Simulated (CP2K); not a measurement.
**SiH2S2 (SMILES [SiH2]1SS1): TPSS-D2/def2-SVPD (ngrids 5)**

What is the energy difference between two shapes of SiH2S2 at TPSS-D2/def2-SVPD (ngrids 5)? 

The calculation is run with CP2K 2026.2.

2 further runs of the same task are left out: 2 set aside as unsound or not needed.

### 1 The structure to begin with

SiH2S2 has 5 atoms, charge 0, and is taken as a singlet. SMILES: `[SiH2]1SS1`. The shape is that of a GFN2-xTB optimisation.

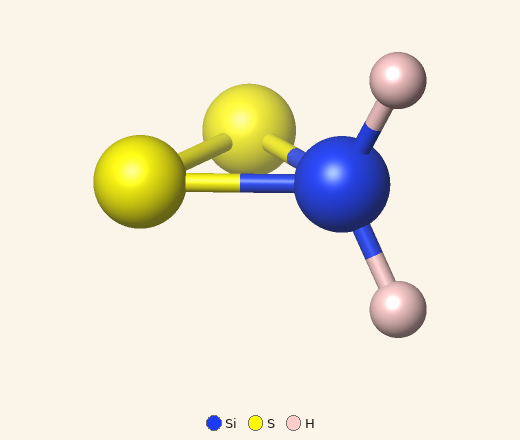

The structure, seen from a chosen angle (silicon blue, sulfur yellow, hydrogen pink).

### 2 Energy and forces at TPSS-D2/def2-SVPD (ngrids 5)

job.inp reads:

```
&FORCE_EVAL
  METHOD Quickstep
  &DFT
    BASIS_SET_FILE_NAME ./def2_svpd.basis
    POTENTIAL_FILE_NAME POTENTIAL
    &QS
      METHOD GAPW
      EPS_DEFAULT 1.0E-10
    &END QS
    &MGRID
      CUTOFF 220
      REL_CUTOFF 60
      NGRIDS 5
    &END MGRID
    &POISSON
      PERIODIC NONE
      POISSON_SOLVER MULTIPOLE
    &END POISSON
    &SCF
      SCF_GUESS ATOMIC
      EPS_SCF 1.0E-06
      MAX_SCF 50
      &OT
        MINIMIZER DIIS
        PRECONDITIONER FULL_ALL
      &END OT
      &OUTER_SCF
        EPS_SCF 1.0E-06
        MAX_SCF 8
      &END OUTER_SCF
    &END SCF
    &XC
      &XC_FUNCTIONAL TPSS
      &END XC_FUNCTIONAL
      &VDW_POTENTIAL
        POTENTIAL_TYPE PAIR_POTENTIAL
        &PAIR_POTENTIAL
          TYPE DFTD2
          REFERENCE_FUNCTIONAL TPSS
          R_CUTOFF 15
        &END PAIR_POTENTIAL
      &END VDW_POTENTIAL
    &END XC
    &PRINT
      &MOMENTS
        PERIODIC F
        REFERENCE COM
        MAX_MOMENT 1
      &END MOMENTS
      &MO_CUBES
        NLUMO 3
        NHOMO -1
        WRITE_CUBE F
      &END MO_CUBES
      &HIRSHFELD OFF
      &END HIRSHFELD
    &END PRINT
  &END DFT
  &SUBSYS
    &CELL
      ABC 11 11.4 11.3
      PERIODIC NONE
    &END CELL
    &COORD
      UNIT bohr
      Si    -0.5452616     0.5004562    -0.4416857
      S      3.2153690    -0.5467167     0.5114166
      S      0.1003823    -2.4880134     2.1658340
      H     -1.3640421    -0.2986901    -2.9186442
      H     -1.4064476     2.8329829     0.6830793
    &END COORD
    &TOPOLOGY
      &CENTER_COORDINATES
      &END CENTER_COORDINATES
    &END TOPOLOGY
    &KIND Si
      BASIS_SET def2-SVPD
      POTENTIAL ALL
    &END KIND
    &KIND S
      BASIS_SET def2-SVPD
      POTENTIAL ALL
    &END KIND
    &KIND H
      BASIS_SET def2-SVPD
      POTENTIAL ALL
    &END KIND
  &END SUBSYS
  &PRINT
    &FORCES ON
    &END FORCES
  &END PRINT
&END FORCE_EVAL

&GLOBAL
  PROJECT job
  RUN_TYPE ENERGY_FORCE
  PRINT_LEVEL MEDIUM
&END GLOBAL
```

The run is started by

```sh
$ OMP_NUM_THREADS=1 cp2k.psmp -i job.inp -o job.out
```

What it wrote:

```text
CP2K| version string:                                       CP2K version 2026.2
[...]
 GLOBAL| Method name                                                        CP2K
[...]
 GLOBAL| Run type                                                   ENERGY_FORCE
[...]
 DFT| Spin restricted Kohn-Sham (RKS) calculation                            RKS
 DFT| Multiplicity                                                             1
[...]
 DFT| Charge                                                                   0
[...]
 FUNCTIONAL| TPSS:
[...]
 QS| Method:                                                                GAPW
[...]
 QS| Density cutoff [a.u.]:                                                110.0
[...]
 QS| Relative density cutoff [a.u.]:                                        30.0
[...]
                             - Atoms:                                          5
[...]
                             - Spherical basis functions:                     94
[...]
 Number of electrons:                                                         48
[...]
     1 OT DIIS     0.15E+00    1.1     0.30596699     -1062.9722080725 -1.06E+03
[...]
     7 OT DIIS     0.15E+00    1.2     0.00000030     -1086.8428759842 -3.83E-10
  *** SCF run converged in     7 steps ***
[...]
  Overlap energy of the core charge distribution:               0.00000017392948
  Self energy of the core charge distribution:               -472.36833942014647
  Core Hamiltonian energy:                                   -617.14157156942838
  Hartree energy:                                             106.52998602053373
  Exchange-correlation energy:                                -11.37378089813818
  Dispersion energy:                                           -0.00187496457874
[...]
                     Mulliken Population Analysis
 #  Atom  Element  Kind  Atomic population                           Net charge
       1     Si       1         13.409309                              0.590691
       2     S        2         16.380716                             -0.380716
       3     S        2         16.381577                             -0.381577
       4     H        3          0.913597                              0.086403
       5     H        3          0.914801                              0.085199
 # Total charge                             48.000000                  0.000000
[...]
  Dipole moment [Debye]
    X= -0.1588314E+01 Y=  0.1459918E+01 Z= -0.1289304E+01  Total=      2.5132458
[...]
 WARNING : did not converge in ot_eigensolver
 number of iterations          299  exceeded maximum
 current gradient / target gradient   2.0068627722951630E-004  /    1.0000000000000001E-005
[...]
 HOMO - LUMO gap [eV] :    2.850581
[...]
 ENERGY| Total FORCE_EVAL ( QS ) energy [hartree]          -1086.842875984179500
 FORCES| Atomic forces [hartree/bohr]
 FORCES|   Atom     x               y               z               |f|
 FORCES|      1  1.31361452E-02 -1.16692275E-02  1.02156442E-02   2.03245804E-02
 FORCES|      2  1.76116304E-02  9.63645018E-03 -7.79988924E-03   2.15376175E-02
 FORCES|      3 -1.32044554E-02 -1.07368808E-02  8.33220352E-03   1.89489807E-02
 FORCES|      4 -6.42042492E-03  6.44245724E-04 -1.20089043E-02   1.36327067E-02
 FORCES|      5 -6.70263405E-03  1.13106215E-02  7.96066401E-04   1.31715293E-02
 FORCES| Sum     4.42026114E-03 -8.14790913E-04 -4.64879465E-04
 FORCES| Total atomic force                                       4.51870619E-03
[...]
```

Wall time 72 s (1 thread of Arm Neoverse V1, shared host); peak memory 0.61 GiB.

### 3 The distorted shape at the same level

job.inp reads:

```
&GLOBAL
    PROJECT_NAME job
    RUN_TYPE ENERGY_FORCE
    PRINT_LEVEL MEDIUM
&END
&FORCE_EVAL
    METHOD QS
    &DFT
        BASIS_SET_FILE_NAME ./def2_svpd.basis
        POTENTIAL_FILE_NAME POTENTIAL
        CHARGE 0
        MULTIPLICITY 1
        &QS
            METHOD GAPW
            EPS_DEFAULT 1.0E-10
        &END
        &MGRID
            CUTOFF 220
            REL_CUTOFF 60
            NGRIDS 5
        &END
        &POISSON
            PERIODIC NONE
            POISSON_SOLVER MULTIPOLE
        &END
        ! self-consistent field
        &SCF
            SCF_GUESS ATOMIC
            EPS_SCF 1.0E-06
            MAX_SCF 50
            &OT ON
                MINIMIZER DIIS
                PRECONDITIONER FULL_ALL
            &END
            &OUTER_SCF
                EPS_SCF 1.0E-06
                MAX_SCF 8
            &END
        &END
        &XC
            &XC_FUNCTIONAL TPSS
            &END
            &VDW_POTENTIAL
                POTENTIAL_TYPE PAIR_POTENTIAL
                &PAIR_POTENTIAL
                    TYPE DFTD2
                    REFERENCE_FUNCTIONAL TPSS
                    R_CUTOFF 15
                &END
            &END
        &END
        ! extra output
        &PRINT
            &MOMENTS
                PERIODIC F
                REFERENCE COM
                MAX_MOMENT 1
            &END
            &MO_CUBES
                NLUMO 3
                NHOMO -1
                WRITE_CUBE F
            &END
            &HIRSHFELD OFF
            &END
        &END
    &END
    &SUBSYS
        ! box in angstrom
        &CELL
            ABC [angstrom] 11 11.4 11.2
            PERIODIC NONE
        &END
        &COORD
            UNIT bohr
            Si    -0.5226567     0.4728303    -0.4296368
            S      3.1438221    -0.6851032     0.5459948
            S      0.1595685    -2.5401793     2.0447215
            H     -1.2386833    -0.2839729    -2.8852112
            H     -1.4058145     2.7905775     0.7164103
        &END
        &TOPOLOGY
            &CENTER_COORDINATES
            &END
        &END
        &KIND Si
            BASIS_SET def2-SVPD
            POTENTIAL ALL
        &END
        &KIND S
            BASIS_SET def2-SVPD
            POTENTIAL ALL
        &END
        &KIND H
            BASIS_SET def2-SVPD
            POTENTIAL ALL
        &END
    &END
    &PRINT
        &FORCES ON
        &END
    &END
&END
```

The run is started by

```sh
$ OMP_NUM_THREADS=1 cp2k.psmp -i job.inp -o job.out
```

What it wrote, shortened:

```text
CP2K| version string:                                       CP2K version 2026.2
[...]
 GLOBAL| Method name                                                        CP2K
[...]
 GLOBAL| Run type                                                   ENERGY_FORCE
[...]
 DFT| Spin restricted Kohn-Sham (RKS) calculation                            RKS
 DFT| Multiplicity                                                             1
[...]
 DFT| Charge                                                                   0
[...]
 FUNCTIONAL| TPSS:
[...]
 QS| Method:                                                                GAPW
[...]
 QS| Density cutoff [a.u.]:                                                110.0
[...]
 QS| Relative density cutoff [a.u.]:                                        30.0
[...]
                             - Atoms:                                          5
[...]
                             - Spherical basis functions:                     94
[...]
 Number of electrons:                                                         48
[...]
     1 OT DIIS     0.15E+00    1.0     0.30317413     -1063.2838393899 -1.06E+03
[...]
     6 OT DIIS     0.15E+00    1.1     0.00000080     -1086.8333789177 -6.18E-10
  *** SCF run converged in     6 steps ***
[...]
  Overlap energy of the core charge distribution:               0.00000027641514
  Self energy of the core charge distribution:               -472.36833942014647
  Core Hamiltonian energy:                                   -617.00620524301121
  Hartree energy:                                             106.40689104895368
  Exchange-correlation energy:                                -11.42145107437380
  Dispersion energy:                                           -0.00196201858533
[...]
                     Mulliken Population Analysis
 #  Atom  Element  Kind  Atomic population                           Net charge
       1     Si       1         13.415961                              0.584039
       2     S        2         16.373505                             -0.373505
       3     S        2         16.375420                             -0.375420
       4     H        3          0.908421                              0.091579
[...]
  Dipole moment [Debye]
    X= -0.1556946E+01 Y=  0.1484821E+01 Z= -0.1222879E+01  Total=      2.4747137
[...]
 HOMO - LUMO gap [eV] :    3.345427
[...]
 ENERGY| Total FORCE_EVAL ( QS ) energy [hartree]          -1086.833378917612436
[...]
```

Run time: 67 s. Hardware: 1 thread of Arm Neoverse V1, shared host; peak memory 0.58 GiB.

### 4 Results

At TPSS-D2/def2-SVPD (ngrids 5):

```
                                 quantity           value
                first shape: total energy  -1086.84288 Eh
               first shape: dipole moment          2.51 D
                 first shape: HOMO energy        -5.31 eV
                 first shape: LUMO energy        -2.46 eV
               first shape: HOMO–LUMO gap         2.85 eV
           first shape: dispersion energy    -4.92 kJ/mol
            distorted shape: total energy  -1086.83338 Eh
           distorted shape: dipole moment          2.47 D
             distorted shape: HOMO energy        -5.10 eV
             distorted shape: LUMO energy        -1.76 eV
           distorted shape: HOMO–LUMO gap         3.35 eV
       distorted shape: dispersion energy    -5.15 kJ/mol
distorted shape: largest force on an atom      3.284 eV/Å
   energy change with the atoms displaced        0.258 eV
```

**Reading.** With the atoms displaced the energy rises by 0.26 eV (24.9 kJ/mol). The first shape isn't relaxed at this level, so the change isn't measured from a minimum.
